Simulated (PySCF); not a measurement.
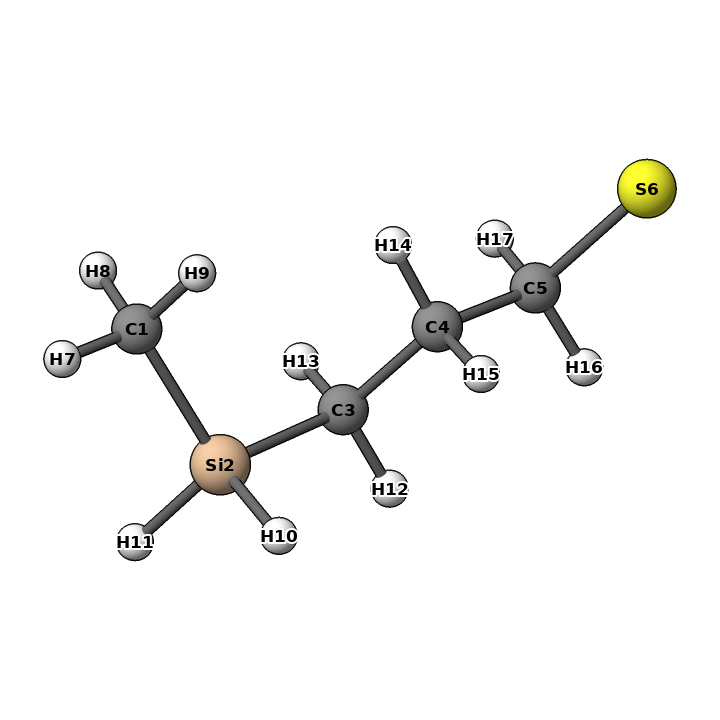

The questions are on Mulliken spin populations. State: neutral, doublet. The geometry was computed by an optimisation with GFN2-xTB. No frequency run is at hand to confirm it as a minimum. Method: UKS B3LYP, pcH-1 on C H S Si, non-relativistic (PySCF 2.14.0).

Which atom carries the largest spin population?

S6 (0.98 e).

Which atom has the lowest spin population?

C5 (−0.04 e); a negative value comes from spin polarisation.

Give the Mulliken spin populations atom by atom.

```csv
atom,value (e)
C1,0.00
Si2,0.00
C3,0.00
C4,0.00
C5,−0.04
S6,0.98
H7,0.00
H8,0.00
H9,0.00
H10,0.00
H11,0.00
H12,0.00
H13,0.00
H14,0.00
H15,0.00
H16,0.03
H17,0.03
```

The run warned: orbitally degenerate or nearly so: second-order g, spin-orbit hyperfine and D do not apply.

Mulliken values depend strongly on the basis set. The geometry is semi-empirical. Around Si such bond lengths and angles can be off by a tenth of an ångström or more and by several degrees, and values that hang on the shape move with them.
